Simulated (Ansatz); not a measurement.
# Convergence study of Cu, part 1 of 2

Which SCF settings change the result for Cu, and which only the effort? The default run comes first. Cu is taken in the deposited crystal structure (space group Fm-3m), 1 atom in the cell. Source: COD entry 9012043, which need not be the ambient phase.

Computed with Ansatz 0.2.0 (DFT PBEsol, PAW, plane waves, scalar-relativistic, unless a step's input says otherwise).

5 further runs of the same task are left out: 2 that didn't finish, 3 set aside as unsound or not needed.

**1. The starting structure**

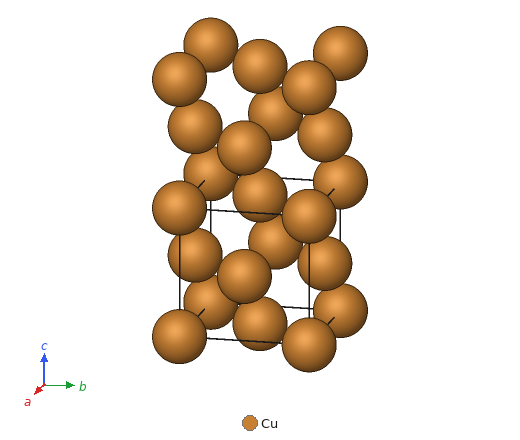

Start, viewed slightly off an axis; copper orange. 1×1×2 cells are drawn. Atoms on the faces are drawn again on the opposite ones. The cell drawn here is the conventional one.

Coordinates:

```
CELL_PARAMETERS angstrom
0.00000 1.80750 1.80750
1.80750 0.00000 1.80750
1.80750 1.80750 0.00000
ATOMIC_POSITIONS crystal
Cu 0.00000 0.00000 0.00000
```

In tables a label like Cu1 counts atoms in the order of input.yaml; a structure file may count by element.

Changes shown after the default run: tetrahedron occupations; cold smearing, width 0.5 eV; linear mixing, β 0.4, Kerker; iteration limit 5; Broyden, β 0.7, preconditioner LDOS; one k-point (Gamma), no switch to direct minimisation; Anderson, β 0.5, history 12, no preconditioner.

The search for lower states is off throughout, and inputs that name a mixer don't switch to direct minimisation unless they say so. Spin polarisation is off.

**2. Default SCF settings**

input.yaml reads:

```yaml
crystal:
  lattice:
    - [0.0, 1.8075, 1.8075]
    - [1.8075, 0.0, 1.8075]
    - [1.8075, 1.8075, 0.0]
  atoms:
    - { symbol: Cu, position: [0.0, 0.0, 0.0] }
hamiltonian:
  xc: pbesol
  pseudopotentials: { kind: paw }
basis:
  ecutwfc: 420
kpoints:
  mp_grid: { grid: [13, 13, 13] }
scf:
  occupations: { method: gaussian, width: 0.1 }
  lower_state_search: "off"
output:
  forces: true
  stress: true
```

The run is started by

```bash
> ansatz run input.yaml --threads 2 --pin off --max-ram 5120MiB --backend cpu --events-out ev --progress --plain --runs-dir out
```

What it wrote:

```text
Engine: ansatz 0.2.0, x86_64-unknown-linux-gnu
Pseudopotentials: kind: paw
Pseudopotential: Cu, paw, valence charge 19, recommended cutoff 420 eV (normal), Cu.paw.azcp
Functional definition: PBEsol
  exchange = pbesol_x
  correlation = pbesol_c
Crystal: 1 atoms, lattice volume = 11.810 Å³
Basis set: ecut = 420 eV, 259 PW (Γ), exchange–correlation on 36×36×36 points (8 copies of the dense FFT grid, shifted against one another)
Bands: 14, of which v1, the nominal top of the filled ones, is band 10 counted from 1 (9 counted from 0)
Symmetry: 48 space group operations
Space group: Fm-3m (ITA 225), of the structure as read, at distance tolerance 2.3e-5 Å
k-points: 84 of 2197
Non-local potential: Cu, projectors of the file, l = 0: 3, l = 1: 2, l = 2: 3, l = 3: 1
PAW form: soft (Blöchl's): semilocal exchange-correlation on the pseudo side does not see the compensation charge
PAW frozen core: Cu, regenerated for the run's functional, and the local potential with it (the file was generated under x = pbe(κ = 0.804, μ = 0.2195149727645171), c = pbe(β = 0.06672455060314922))
PAW one-centre angular grid: Cu, 590 points (default); XC on 64 Gauss nodes
Initial density: superposition of atomic densities (neutral atoms: chi_scale 0, normalization atom), corrected by the library's trained network
Initial wavefunctions: pseudopotential atomic-orbital guess
Functional: x = pbesol(κ = 0.804, μ = 0.12345679012345678), c = pbesol(β = 0.046)
SCF iter   1: F=—  HF=-6588.770705 eV  |F-HF|=—  |Δ(HF+E_count)|=         —  Δρ=2.12e-2  dr2=2.77e-2  ethr=1.77e-3  ⟨swp⟩=5.2  Hψ=5835  notcnv=0
preconditioner: auto → none  [metal: Δε(μ)=0.047 eV  Ē_g=16.912 eV  σ=0.100 eV  W_gap=0.25  n_scr=0 (ndim 8)  ℏωp=35.8 eV  f_vac=0.000  D(μ)=0.35/eV (n_scr^D=0)]
SCF iter   2: F=—  HF=-6588.764290 eV  |F-HF|=—  |Δ(HF+E_count)|=   6.42e-3  Δρ=9.07e-4  dr2=3.38e-5  ethr=1.46e-4  ⟨swp⟩=2.8  Hψ=2513  notcnv=0  defer=28
SCF iter   3: F=—  HF=-6588.764268 eV  |F-HF|=—  |Δ(HF+E_count)|=   2.17e-5  Δρ=9.74e-4  dr2=4.77e-5  ethr=1.78e-7  ⟨swp⟩=2.0  Hψ=1974  notcnv=0  defer=28
SCF iter   4: F=—  HF=-6588.764292 eV  |F-HF|=—  |Δ(HF+E_count)|=   2.44e-5  Δρ=8.35e-5  dr2=3.54e-7  ethr=1.78e-7  ⟨swp⟩=1.0  Hψ=1148  notcnv=0  defer=28
iter 5 did not close the SCF: its close was put off for the readings that it lacked (scf_convergence_deferred on its scf_iter line)
SCF iter   5: F=-6588.764292 eV  HF=-6588.764292 eV  |F-HF|=1.07e-10  |Δ(HF+E_count)|=   1.52e-7  Δρ=3.16e-6  dr2=6.50e-10  ethr=1.86e-9  ⟨swp⟩=1.7  Hψ=1491  notcnv=0  defer=28
SCF iter   6: F=-6588.764292 eV  HF=-6588.764292 eV  |F-HF|=6.37e-12  |Δ(HF+E_count)|=  5.34e-10  Δρ=3.48e-7  dr2=6.14e-12  ethr=3.42e-12  ⟨swp⟩=1.5  Hψ=3527  notcnv=0
SCF 1 converged in 6 iterations: F = -6588.764292 eV  dr2 = 6.14e-12
SCF converged after 6 iterations
Free energy (F): -6588.764292 eV
Harris-Foulkes:  -6588.764292 eV  (|F-HF|=6.37e-12)
Internal energy: -6588.762578 eV  (E = F + TS)
E sigma→0 (E₀):  -6588.763435 eV
Entropy (-TS):   -0.001714 eV (-1.714 meV/atom)
Fermi energy:    16.760423 eV
--- Per-component energies (eV) ---
  E_band       = -361.293952
  E_kinetic    = 300.035752
  E_local      = -4049.389770  (includes V_loc(G=0)·N_el)
  E_nonlocal   = 391.478007
  E_hartree    = 1780.637061
  E_xc         = -88.986240
  E_vxc        = -115.335924  (∫ρ·V_xc dr)
  E_paw        = -1626.290163  (= ΣΔE_a)
  E_vpaw       = -449.356601  (= ΣTr[D̂ρ^β])
  E_aug_tail   = 0.000269  (compensation charges beyond the density's cutoff)
  E_ewald      = -3296.453696
  E_core_change = 0.206202  (= ΣΔE_core)
  E_smearing   = -0.001714  (= −TS)
  E_closure    = -0.000000  (closes the sum)
  Σ components = -6588.764292   (vs F -6588.764292, Δ=0.00e0)
--- Forces (eV/Å), atoms counted from 1 ---
  atom   1  Cu    -0.00000000     0.00000000    -0.00000000
  max |Σ_I F_I| component: 4.93e-32 eV/Å
--- Stress (GPa, compression-positive) ---
       -6.585245       0.000000       0.000000
        0.000000      -6.585245       0.000000
       -0.000000       0.000000      -6.585245
  P = ⅓ Tr σ = -6.5852 GPa (-65.852 kbar)
```

It took 0.87 s on 2 threads of Intel Xeon Platinum 8375C at 2.90GHz (Ice Lake), shared host; peak memory 0.3 GiB.

The reference: 6 iterations with the default settings (MSR1 mixing, preconditioner none); with no gap on the k-mesh.

**3. Tetrahedron occupations**

Changes to input.yaml since step 2:

```diff
@@ -15,4 +15,5 @@
 scf:
-  occupations: { method: gaussian, width: 0.1 }
+  occupations: { method: tetrahedron }
   lower_state_search: "off"
+  max_iter: 100
 output:
```

The run is started by

```bash
> ansatz run input.yaml --threads 2 --pin off --max-ram 5120MiB --backend cpu --events-out ev --progress --plain --runs-dir out
```

What it wrote:

```text
Warning: output.forces, output.stress, relax.cell or npt_langevin: where a Kohn–Sham band that disperses or a degenerate level is filled in part under the method tetrahedron, the forces or the stress that this run publishes need not agree with its energy (scf.occupations.method in the input reference, under Limitations); prefer a smearing scheme for the forces or the stress
[... 19 lines as in an earlier run ...]
SCF iter   1: F=—  HF=-6588.768201 eV  |F-HF|=—  |Δ(HF+E_count)|=         —  Δρ=2.10e-2  dr2=2.72e-2  ethr=1.77e-3  ⟨swp⟩=5.0  Hψ=6037  notcnv=0
preconditioner: auto → none  [metal: no gap  n_scr=0 (ndim 8)  ℏωp=35.8 eV  f_vac=0.000]
SCF iter   2: F=—  HF=-6588.774345 eV  |F-HF|=—  |Δ(HF+E_count)|=   6.14e-3  Δρ=2.63e-2  dr2=4.52e-2  ethr=1.43e-4  ⟨swp⟩=2.8  Hψ=2812  notcnv=0  defer=19
SCF iter   3: F=—  HF=-6588.761929 eV  |F-HF|=—  |Δ(HF+E_count)|=   1.24e-2  Δρ=1.14e-3  dr2=5.60e-5  ethr=1.43e-4  ⟨swp⟩=2.1  Hψ=1955  notcnv=0  defer=19
SCF iter   4: F=—  HF=-6588.761898 eV  |F-HF|=—  |Δ(HF+E_count)|=   3.08e-5  Δρ=4.40e-5  dr2=1.20e-7  ethr=2.95e-7  ⟨swp⟩=2.1  Hψ=2449  notcnv=0  defer=19
SCF iter   5: F=-6588.761898 eV  HF=-6588.761898 eV  |F-HF|=1.76e-9  |Δ(HF+E_count)|=   2.44e-8  Δρ=1.61e-5  dr2=7.22e-9  ethr=5.26e-10  ⟨swp⟩=4.5  Hψ=4087  notcnv=0
the band table was not solved further: it holds the bands as the self-consistency loop left them (on a frozen-density pass, as that pass's own solve left them): under tetrahedron occupations the density rests on a record of the degenerate levels that were filled as one, which a solve that changes the bands would l [...]
SCF 1 converged in 5 iterations: F = -6588.761898 eV  dr2 = 7.22e-9
SCF converged after 5 iterations
Stability not checked: this state was not tested for a lower state beside it, because cold or Methfessel-Paxton smearing, or corrected tetrahedra, fill the levels in a way that the test cannot read (fill_not_monotonic; see scf.lower_state_search)
Free energy (F): -6588.761898 eV
Harris-Foulkes:  -6588.761898 eV  (|F-HF|=1.76e-9)
Internal energy: -6588.761898 eV  (E = F + TS)
E sigma→0 (E₀):  -6588.761898 eV
Fermi energy:    16.646610 eV
--- Per-component energies (eV) ---
  E_band       = -361.246501
  E_kinetic    = 300.040601
  E_local      = -4049.475892  (includes V_loc(G=0)·N_el)
  E_nonlocal   = 391.520703
  E_hartree    = 1780.709226
  E_xc         = -88.982401
  E_vxc        = -115.330845  (∫ρ·V_xc dr)
  E_paw        = -1626.326910  (= ΣΔE_a)
  E_vpaw       = -449.421202  (= ΣTr[D̂ρ^β])
  E_aug_tail   = 0.000269  (compensation charges beyond the density's cutoff)
  E_ewald      = -3296.453696
  E_core_change = 0.206202  (= ΣΔE_core)
  E_smearing   = -0.000000  (= −TS)
  E_closure    = 0.000000  (closes the sum)
  Σ components = -6588.761898   (vs F -6588.761898, Δ=0.00e0)
--- Forces (eV/Å), atoms counted from 1 ---
  atom   1  Cu    -0.00000000    -0.00000000    -0.00000000
  max |Σ_I F_I| component: 8.22e-33 eV/Å
--- Stress (GPa, compression-positive) ---
       -6.564094       0.000000       0.000000
        0.000000      -6.564094      -0.000000
        0.000000      -0.000000      -6.564094
  P = ⅓ Tr σ = -6.5641 GPa (-65.641 kbar)
--- Band table (eV; the first three rows and the last of 84) ---
  k-point 0: bands = ["-95.6724", "-53.1349", "-53.1349", "-53.1349", "7.1369", "13.5776", "13.5776", "13.5776", "14.4212", "14.4212", "39.1685", "41.6566", "41.6566", "41.6566"]
  k-point 1: bands = ["-95.6716", "-53.1412", "-53.1359", "-53.1359", "7.3524", "13.5318", "13.6182", "13.6182", "14.4058", "14.4058", "37.6739", "40.0299", "41.0408", "41.0408"]
  k-point 2: bands = ["-95.6693", "-53.1584", "-53.1384", "-53.1384", "7.9842", "13.4192", "13.7060", "13.7060", "14.3910", "14.3910", "33.8147", "39.6321", "40.1217", "40.1217"]
  k-point 83: bands = ["-95.6540", "-53.2120", "-53.2030", "-53.1757", "12.4529", "12.9242", "13.1652", "14.3918", "15.1075", "21.4199", "23.3756", "25.3565", "25.8088", "43.6482"]
```

It took 0.99 s on 2 threads of Intel Xeon Platinum 8375C at 2.90GHz (Ice Lake), shared host; peak memory 0.32 GiB.

5 iterations against 6; free energy shifted by +2.4 meV/atom, zero-width estimate shifted by +1.5 meV/atom.

**4. Cold smearing, width 0.5 eV**

Changes to input.yaml since step 3:

```diff
@@ -15,3 +15,3 @@
 scf:
-  occupations: { method: tetrahedron }
+  occupations: { method: cold, width: 0.5 }
   lower_state_search: "off"
```

The run is started by

```bash
> ansatz run input.yaml --threads 2 --pin off --max-ram 5120MiB --backend cpu --events-out ev --progress --plain --runs-dir out
```

What it wrote:

```text
[... 19 lines as in an earlier run ...]
SCF iter   1: F=—  HF=-6588.768787 eV  |F-HF|=—  |Δ(HF+E_count)|=         —  Δρ=1.99e-2  dr2=2.41e-2  ethr=1.77e-3  ⟨swp⟩=4.1  Hψ=5362  notcnv=0
preconditioner: auto → none  [metal: Δε(μ)=0.175 eV  Ē_g=16.885 eV  σ=0.500 eV  W_gap=0.21  n_scr=0 (ndim 8)  ℏωp=35.8 eV  f_vac=0.000  D(μ)=0.25/eV (n_scr^D=0)]
SCF iter   2: F=—  HF=-6588.763060 eV  |F-HF|=—  |Δ(HF+E_count)|=   5.73e-3  S|Δr|=    0.00e0  Δρ=6.67e-4  dr2=8.84e-6  ethr=1.27e-4  ⟨swp⟩=2.1  Hψ=2198  notcnv=0
SCF iter   3: F=—  HF=-6588.763072 eV  |F-HF|=—  |Δ(HF+E_count)|=   1.22e-5  S|Δr|=    0.00e0  Δρ=9.05e-4  dr2=3.90e-5  ethr=4.65e-8  ⟨swp⟩=2.1  Hψ=2004  notcnv=0
SCF iter   4: F=—  HF=-6588.763096 eV  |F-HF|=—  |Δ(HF+E_count)|=   2.35e-5  S|Δr|=    0.00e0  Δρ=7.68e-5  dr2=2.83e-7  ethr=4.65e-8  ⟨swp⟩=2.3  Hψ=1979  notcnv=0
SCF iter   5: F=-6588.763096 eV  HF=-6588.763096 eV  |F-HF|=1.24e-10  |Δ(HF+E_count)|=   1.48e-7  S|Δr|=    0.00e0  Δρ=3.57e-6  dr2=7.67e-10  ethr=5.26e-10  ⟨swp⟩=4.0  Hψ=3729  notcnv=0
SCF 1 converged in 5 iterations: F = -6588.763096 eV  dr2 = 7.67e-10
SCF converged after 5 iterations
[... 1 line as in an earlier run ...]
Free energy (F): -6588.763096 eV
Harris-Foulkes:  -6588.763096 eV  (|F-HF|=1.24e-10)
Internal energy: -6588.772059 eV  (E = F + TS)
E sigma→0 (E₀):  -6588.766084 eV
Entropy (-TS):   0.008963 eV (8.963 meV/atom)
Fermi energy:    16.609220 eV
--- Per-component energies (eV) ---
  E_band       = -361.108346
  E_kinetic    = 300.068843
  E_local      = -4049.752780  (includes V_loc(G=0)·N_el)
  E_nonlocal   = 391.615703
  E_hartree    = 1780.940296
  E_xc         = -88.977640
  E_vxc        = -115.324610  (∫ρ·V_xc dr)
  E_paw        = -1626.419256  (= ΣΔE_a)
  E_vpaw       = -449.598622  (= ΣTr[D̂ρ^β])
  E_aug_tail   = 0.000269  (compensation charges beyond the density's cutoff)
  E_ewald      = -3296.453696
  E_core_change = 0.206202  (= ΣΔE_core)
  E_smearing   = 0.008963  (= −TS)
  E_closure    = 0.000000  (closes the sum)
  Σ components = -6588.763096   (vs F -6588.763096, Δ=0.00e0)
--- Forces (eV/Å), atoms counted from 1 ---
  atom   1  Cu    -0.00000000     0.00000000    -0.00000000
  max |Σ_I F_I| component: 2.88e-32 eV/Å
--- Stress (GPa, compression-positive) ---
       -6.593298       0.000000      -0.000000
        0.000000      -6.593298       0.000000
        0.000000       0.000000      -6.593298
  P = ⅓ Tr σ = -6.5933 GPa (-65.933 kbar)
```

Wall time 1.1 s (2 threads of Intel Xeon Platinum 8375C at 2.90GHz (Ice Lake), shared host); peak memory 0.32 GiB.

Compared with step 2: free energy shifted by +1.2 meV/atom, zero-width estimate shifted by -2.6 meV/atom; 5 iterations in place of 6.

**5. Linear mixing, β 0.4, Kerker**

Changes to input.yaml since step 4:

```diff
@@ -15,5 +15,7 @@
 scf:
-  occupations: { method: cold, width: 0.5 }
+  occupations: { method: gaussian, width: 0.1 }
   lower_state_search: "off"
+  algorithm: density_mixing
   max_iter: 100
+  mixing: { algorithm: anderson, ndim: 1, beta: 0.4, preconditioner: kerker }
 output:
```

The run is started by

```bash
> ansatz run input.yaml --threads 2 --pin off --max-ram 5120MiB --backend cpu --events-out ev --progress --plain --runs-dir out
```

What it wrote:

```text
[... 19 lines as in an earlier run ...]
SCF iter   1: F=—  HF=-6588.770705 eV  |F-HF|=—  |Δ(HF+E_count)|=         —  Δρ=2.12e-2  dr2=2.77e-2  ethr=1.77e-3  ⟨swp⟩=5.2  Hψ=5835  notcnv=0
SCF iter   2: F=—  HF=-6588.765533 eV  |F-HF|=—  |Δ(HF+E_count)|=   5.17e-3  Δρ=4.45e-3  dr2=9.51e-4  ethr=1.46e-4  ⟨swp⟩=2.1  Hψ=2578  notcnv=0  defer=28
SCF iter   3: F=—  HF=-6588.764570 eV  |F-HF|=—  |Δ(HF+E_count)|=   9.62e-4  Δρ=4.34e-3  dr2=1.29e-3  ethr=5.01e-6  ⟨swp⟩=2.0  Hψ=2080  notcnv=0  defer=28
SCF iter   4: F=—  HF=-6588.764334 eV  |F-HF|=—  |Δ(HF+E_count)|=   2.36e-4  Δρ=6.88e-4  dr2=1.27e-5  ethr=5.01e-6  ⟨swp⟩=2.0  Hψ=1578  notcnv=0  defer=28
[... 7 lines left out ...]
SCF iter  12: F=—  HF=-6588.764292 eV  |F-HF|=—  |Δ(HF+E_count)|=   1.31e-7  Δρ=5.97e-5  dr2=2.12e-7  ethr=1.67e-9  ⟨swp⟩=1.0  Hψ=1148  notcnv=0  defer=28
SCF iter  13: F=—  HF=-6588.764292 eV  |F-HF|=—  |Δ(HF+E_count)|=   2.59e-8  Δρ=4.01e-5  dr2=1.06e-7  ethr=1.11e-9  ⟨swp⟩=1.0  Hψ=1148  notcnv=0  defer=28
SCF iter  14: F=-6588.764292 eV  HF=-6588.764292 eV  |F-HF|=2.97e-8  |Δ(HF+E_count)|=   4.70e-9  Δρ=2.72e-5  dr2=5.33e-8  ethr=5.26e-10  ⟨swp⟩=3.0  Hψ=2970  notcnv=0
SCF 1 converged in 14 iterations: F = -6588.764292 eV  dr2 = 5.33e-8
SCF converged after 14 iterations
Stability not checked: this state was not tested for a lower state beside it, because the mixer in use, unlike msr1, does not test its closes by its own steps (another_mixer; see scf.mixing.algorithm and scf.lower_state_search)
Free energy (F): -6588.764292 eV
Harris-Foulkes:  -6588.764292 eV  (|F-HF|=2.97e-8)
Internal energy: -6588.762578 eV  (E = F + TS)
E sigma→0 (E₀):  -6588.763435 eV
Entropy (-TS):   -0.001714 eV (-1.714 meV/atom)
Fermi energy:    16.760346 eV
[... 24 lines left out: energy terms, forces, stress ...]
```

It took 1.5 s on 2 threads of Intel Xeon Platinum 8375C at 2.90GHz (Ice Lake), shared host; peak memory 0.32 GiB.

Compared with step 2: the same free energy; 14 iterations in place of 6.

**6. Iteration limit 5**

Changes to input.yaml since step 5:

```diff
@@ -17,5 +17,3 @@
   lower_state_search: "off"
-  algorithm: density_mixing
-  max_iter: 100
-  mixing: { algorithm: anderson, ndim: 1, beta: 0.4, preconditioner: kerker }
+  max_iter: 5
 output:
```

The run is started by

```bash
> ansatz run input.yaml --threads 2 --pin off --max-ram 5120MiB --backend cpu --events-out ev --progress --plain --runs-dir out
```

What it wrote:

```text
[... 19 lines as in an earlier run ...]
SCF iter   1: F=—  HF=-6588.770705 eV  |F-HF|=—  |Δ(HF+E_count)|=         —  Δρ=2.12e-2  dr2=2.77e-2  ethr=1.77e-3  ⟨swp⟩=5.2  Hψ=5835  notcnv=0
preconditioner: auto → none  [metal: Δε(μ)=0.047 eV  Ē_g=16.912 eV  σ=0.100 eV  W_gap=0.25  n_scr=0 (ndim 8)  ℏωp=35.8 eV  f_vac=0.000  D(μ)=0.35/eV (n_scr^D=0)]
SCF iter   2: F=—  HF=-6588.764290 eV  |F-HF|=—  |Δ(HF+E_count)|=   6.42e-3  Δρ=9.07e-4  dr2=3.38e-5  ethr=1.46e-4  ⟨swp⟩=2.8  Hψ=2513  notcnv=0  defer=28
SCF iter   3: F=—  HF=-6588.764268 eV  |F-HF|=—  |Δ(HF+E_count)|=   2.17e-5  Δρ=9.73e-4  dr2=4.76e-5  ethr=5.26e-10  ⟨swp⟩=6.1  Hψ=5520  notcnv=0
SCF iter   4: F=—  HF=-6588.764292 eV  |F-HF|=—  |Δ(HF+E_count)|=   2.44e-5  Δρ=8.51e-5  dr2=3.67e-7  ethr=1.78e-7  ⟨swp⟩=1.0  Hψ=2665  notcnv=0
SCF iter   5: F=-6588.764292 eV  HF=-6588.764292 eV  |F-HF|=1.39e-10  |Δ(HF+E_count)|=   1.58e-7  Δρ=3.16e-6  dr2=6.64e-10  ethr=5.26e-10  ⟨swp⟩=4.0  Hψ=3715  notcnv=0
SCF 1 converged in 5 iterations: F = -6588.764292 eV  dr2 = 6.64e-10
SCF converged after 5 iterations
Stability not checked: this state was not tested for a lower state beside it, because too few of the mixer's solves of this state at the end of the SCF gave a reading for the test (the SCF was short, the solves that were read can be of a state that the SCF has left, the mixer's history had been emptied shortly bef [...]
Free energy (F): -6588.764292 eV
Harris-Foulkes:  -6588.764292 eV  (|F-HF|=1.39e-10)
Internal energy: -6588.762578 eV  (E = F + TS)
E sigma→0 (E₀):  -6588.763435 eV
Entropy (-TS):   -0.001714 eV (-1.714 meV/atom)
Fermi energy:    16.760415 eV
[... 24 lines left out: energy terms, forces, stress ...]
```

It took 1.4 s on 2 threads of Intel Xeon Platinum 8375C at 2.90GHz (Ice Lake), shared host; peak memory 0.32 GiB.

Compared with step 2: the same free energy; 5 iterations in place of 6.

**7. Broyden, β 0.7, preconditioner LDOS**

Changes to input.yaml since step 6:

```diff
@@ -17,3 +17,5 @@
   lower_state_search: "off"
-  max_iter: 5
+  algorithm: density_mixing
+  max_iter: 100
+  mixing: { algorithm: broyden, beta: 0.7, preconditioner: ldos }
 output:
```

The run is started by

```bash
> ansatz run input.yaml --threads 2 --pin off --max-ram 5120MiB --backend cpu --events-out ev --progress --plain --runs-dir out
```

What it wrote:

```text
[... 19 lines as in an earlier run ...]
SCF iter   1: F=—  HF=-6588.770706 eV  |F-HF|=—  |Δ(HF+E_count)|=         —  Δρ=2.12e-2  dr2=2.77e-2  ethr=1.77e-3  ⟨swp⟩=5.2  Hψ=5835  notcnv=0
SCF iter   2: F=—  HF=-6588.785382 eV  |F-HF|=—  |Δ(HF+E_count)|=   1.47e-2  Δρ=3.46e-2  dr2=7.47e-2  ethr=1.46e-4  ⟨swp⟩=2.3  Hψ=2951  notcnv=0  defer=28  κ⁻¹=1.0e0(r=1)
SCF iter   3: F=—  HF=-6588.764389 eV  |F-HF|=—  |Δ(HF+E_count)|=   2.10e-2  Δρ=2.58e-3  dr2=4.07e-4  ethr=1.46e-4  ⟨swp⟩=2.7  Hψ=2229  notcnv=0  defer=28  κ⁻¹=1.4e-5(r=2)
SCF iter   4: F=—  HF=-6588.764299 eV  |F-HF|=—  |Δ(HF+E_count)|=   8.95e-5  Δρ=5.69e-4  dr2=1.92e-5  ethr=2.14e-6  ⟨swp⟩=2.0  Hψ=1921  notcnv=0  defer=28  κ⁻¹=5.4e-7(r=3)
SCF iter   5: F=—  HF=-6588.764292 eV  |F-HF|=—  |Δ(HF+E_count)|=   7.05e-6  Δρ=3.06e-5  dr2=6.06e-8  ethr=5.26e-10  ⟨swp⟩=3.6  Hψ=4936  notcnv=0  κ⁻¹=1.2e-7(r=4)
SCF iter   6: F=-6588.764292 eV  HF=-6588.764292 eV  |F-HF|=2.03e-9  |Δ(HF+E_count)|=   1.67e-8  Δρ=6.67e-6  dr2=2.48e-9  ethr=3.19e-10  ⟨swp⟩=2.4  Hψ=3910  notcnv=0
SCF 1 converged in 6 iterations: F = -6588.764292 eV  dr2 = 2.48e-9
SCF converged after 6 iterations
[... 1 line as in an earlier run ...]
Free energy (F): -6588.764292 eV
Harris-Foulkes:  -6588.764292 eV  (|F-HF|=2.03e-9)
Internal energy: -6588.762578 eV  (E = F + TS)
E sigma→0 (E₀):  -6588.763435 eV
Entropy (-TS):   -0.001714 eV (-1.714 meV/atom)
Fermi energy:    16.760446 eV
[... 24 lines left out: energy terms, forces, stress ...]
```

It took 1.5 s on 2 threads of Intel Xeon Platinum 8375C at 2.90GHz (Ice Lake), shared host; peak memory 0.32 GiB.

6 iterations, as in the default run; the same free energy.

(Continued in part 2 of 2.)
